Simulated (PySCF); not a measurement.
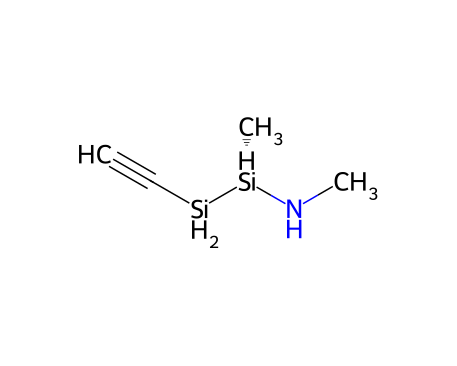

The drawing above gives the connectivity. The geometry was computed by an optimisation with GFN2-xTB. No frequency run is at hand to confirm it as a minimum.

Describe the 3D structure.

Formula C₄H₁₁NSi₂. Its SMILES string is `C#C[SiH2][Si@H](C)NC`. It has no ring. Among its groups: alkyne, Si–H bond, Si–N bond. The point group is C1. Coordination, clear cases only: 2 C linear; 2 Si tetrahedral; 2 C tetrahedral.

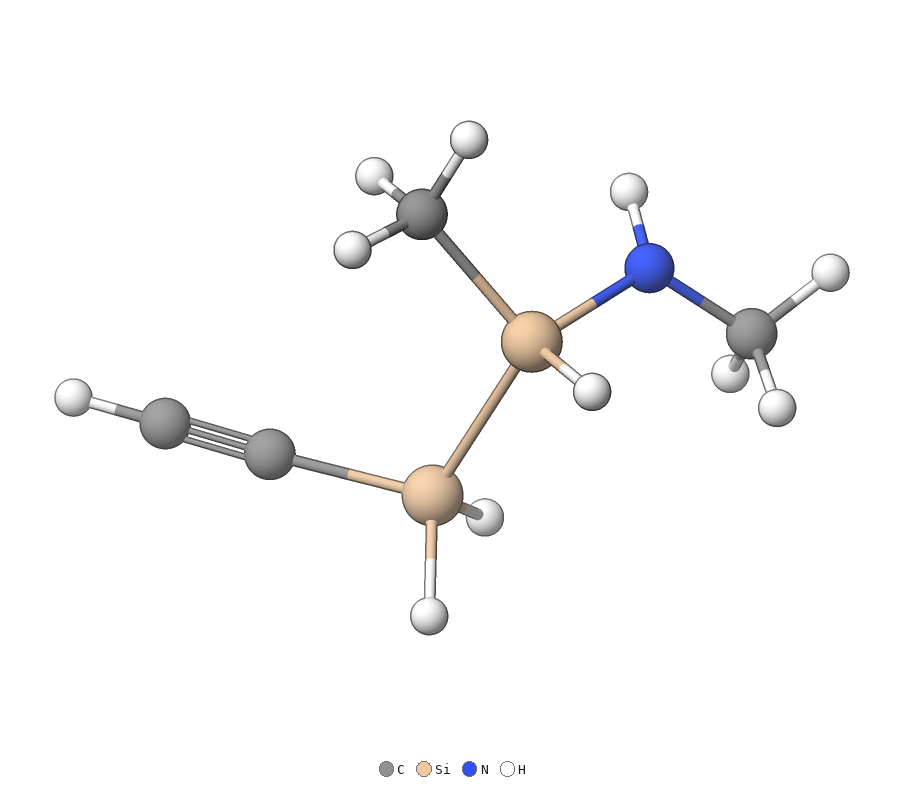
